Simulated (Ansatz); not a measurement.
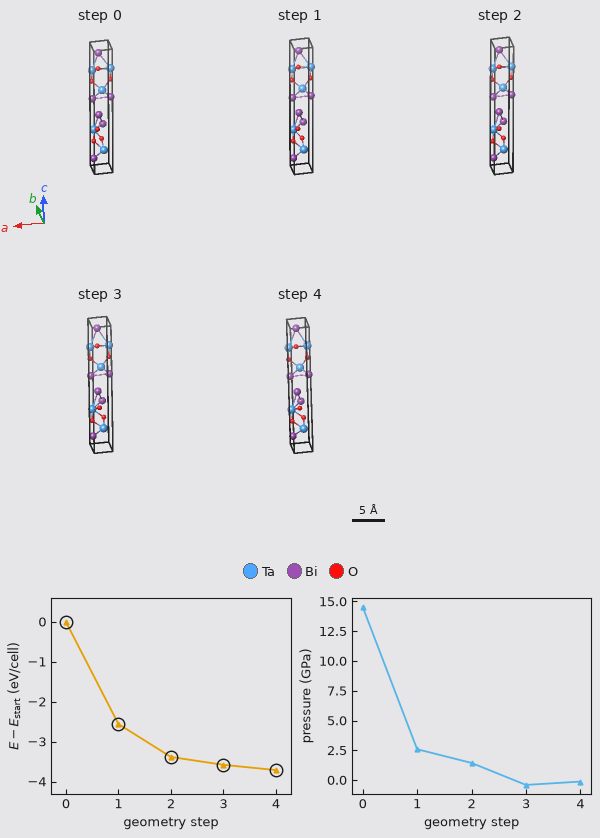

Frames of a relaxation of crystalline TaBiO (a generated structure, set up in P1) (coarse preliminary run), marked on the history of the run. Style: ball-and-stick. Shown: the cell of the calculation, from a free direction.

The calculation used DFT PBE, scalar-relativistic, plane waves, PAW in Ansatz. Set-up: plane-wave cutoff 420 eV; k-point mesh 8 × 8 × 1; occupations gaussian; smearing width 0.2 eV; no spin polarisation; cell and atoms relaxed; force threshold 0.025 eV/Å; at most 60 steps.

**Describe the path.**

The run was cut off at its time limit before the relaxation converged, so the last structure is only a point on the way. The energy falls by 3.714 eV per cell of the calculation in 4 geometry steps. The largest force component goes from 6.5 to 0.22 eV/Å. The pressure goes from 14.54 to −0.13 GPa. An O atom moves most relative to the cell: 0.50 Å roughly along −a. By element the largest moves are O 0.50 Å, Bi 0.43 Å, Ta 0.34 Å. Cell: a 3.026 → 3.080 Å (+1.8 %), b 3.027 → 3.083 Å (+1.9 %), c 22.995 → 23.324 Å (+1.4 %), β 89.7° → 87.2°, γ 89.8° → 92.1°. Volume +5.0 %. Near-neighbour distances that change, for instance: O–Ta 2.027 → 2.547 Å, O–Ta 2.727 → 2.207 Å, O–Ta 2.736 → 2.262 Å, Bi–Ta 3.058 → 3.533 Å. Among the angles between lasting bonds that change: Ta–O–Ta 67.3° → 87.2°, Ta–O–Ta 96.6° → 77.8°, Ta–O–Ta 128.5° → 142.5°. The space group stays P1 (No. 1). The run took 7.2 min on 1 thread of Arm Neoverse V1, on a shared host, peak memory 0.81 GiB. From step 0 to 1: a Bi atom moves most (0.20 Å), volume +4.6 %, energy −2.560 eV per cell of the calculation. From step 1 to 2: an O atom moves most (0.20 Å), volume +0.2 %, energy −0.825 eV per cell of the calculation. From step 2 to 3: a Bi atom moves most (0.20 Å), volume +0.9 %, energy −0.197 eV per cell of the calculation. From step 3 to 4: a Bi atom moves most (0.21 Å), volume −0.6 %, energy −0.132 eV per cell of the calculation.

Limits of the set-up: layers or molecules are held without a dispersion correction, so their spacing is unreliable.
